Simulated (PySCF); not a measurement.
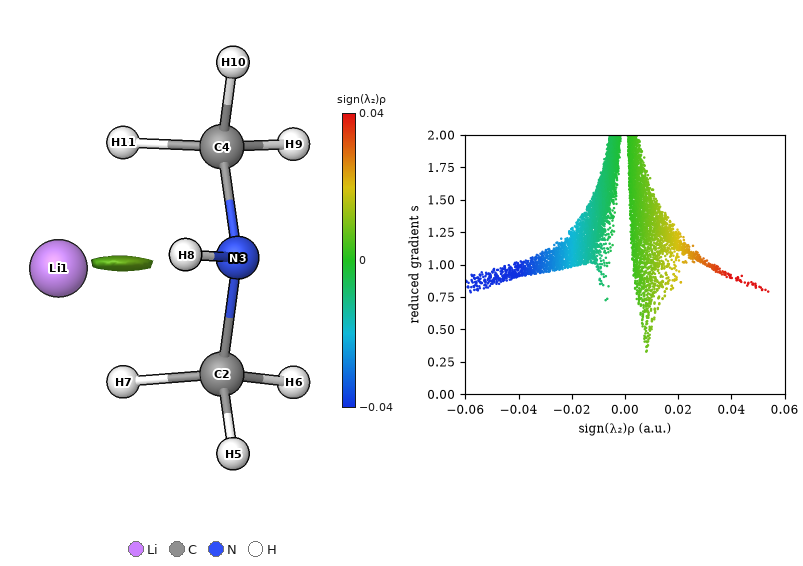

Figure 1: C2H7LiN, charge +1, SMILES `[Li+].CNC`. Non-covalent interaction surfaces between the fragments (reduced density gradient s = 0.5, coloured by sign(λ₂)ρ in a.u.; trimmed to the region between the fragments where ρ is under 0.06 a.u.). Fragment A: Li(+1) (atom 1); fragment B: H7C2N. The plot gives s against sign(λ₂)ρ for grid points between the fragments.

Method: PBE/def2-SVPD; geometry: GFN2-xTB; program: PySCF. GFN2-xTB bond lengths at metals and heavier atoms can be off by up to 0.1 Å and shapes distorted, which carries into these values.

Cartesian coordinates (Å):

```
Li1      0.0195   -2.6608   -0.1992
C2      -1.1987    0.1088    0.1192
N3      -0.0060    0.8342   -0.1253
C4       1.1970    0.1254    0.1192
H5      -2.0664    0.7181   -0.1184
H6      -1.2535   -0.1741    1.1744
H7      -1.2547   -0.8463   -0.5153
H8      -0.0092    1.2792   -1.0374
H9       1.2557   -0.1568    1.1745
H10      2.0561    0.7466   -0.1183
H11      1.2662   -0.8289   -0.5153
```

Which interactions hold the two fragments together?

Answer. Bond critical points between the fragments: Li1···H11, 2.24 Å, ρ = 0.007 a.u.; Li1···H7, 2.24 Å, ρ = 0.007 a.u. All are weak and appear green (van der Waals range). Several contacts close a ring, whose ring point adds a part with positive λ₂ between them. The pose is a local one from a semi-empirical search, not shown to be the most stable. With a charged fragment, long-range electrostatics, which these surfaces don't show, weighs heavily in the interaction energy.

How strongly are they bound?

Answer. The counterpoise-corrected interaction energy of the frozen fragments is −16.1 kcal/mol without dispersion correction and −17.9 kcal/mol with D3(BJ). D3 uses neutral-atom coefficients and tends to overbind metal cations. The pair geometry is semi-empirical, not a minimum at this level.

The PySCF run took 33 s on 1 thread of Arm Neoverse V1, with other jobs on the host, peak memory 0.48 GiB.
